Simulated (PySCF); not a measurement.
Input file:

```
mol = gto.M(atom='''
La     0.12249    -0.12249     0.12249
F      1.18010     1.41998     1.18010
F     -1.41998    -1.18010     1.18010
F      1.18010    -1.18010    -1.41998
N     -1.44118     1.44118    -1.44118
H     -2.05375     2.05375    -0.89918
H     -0.89918     2.05375    -2.05375
H     -2.05375     0.89918    -2.05375''',
    basis={'La': 'lcecp-1-SVP', 'F': 'def2-SVP', 'N': 'def2-SVP', 'H': 'def2-SVP'},
    ecp={'La': 'lcecp-1-SVP'},
    charge=0, spin=0)
mf = dft.RKS(mol, xc='PBE0')
mf.grids.atom_grid = (75, 302)  # f atoms: at least (60, 302), unpruned
mf = mf.density_fit()  # La AutoAux, F def2-universal-JKFIT, N def2-universal-JKFIT, H def2-universal-JKFIT
mf.conv_tol = 1e-09; mf.max_cycle = 55
mf.kernel(dm0)
```

Run with:

```sh
OMP_NUM_THREADS=2 python run.py
```

Core potentials replace the inner electrons of La.

Theory: PySCF 2.14.0, RKS PBE0, La lcecp-1-SVP with ECP46, F def2-SVP, N def2-SVP, H def2-SVP; non-relativistic Hamiltonian with scalar-relativistic core potentials where named; density fitting.

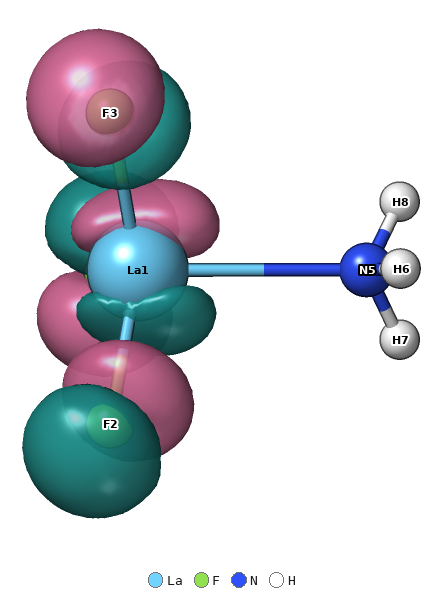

F3H3LaN (La(F)3(NH3)). The HOMO at ±0.1 Å⁻³ᐟ² (teal and pink are the two phases), seen across its widest extent.

**Where does this orbital lie, and at what energy?**

By Hirshfeld shares it lies mainly on F2 (about 30 %), F3 (about 30 %), F4 (about 30 %) and La1 (about 10 %); largely a combination of lone pairs on F2, F3 and F4. It is one of a degenerate set, so its orientation is arbitrary. Its energy is −9.01 eV.
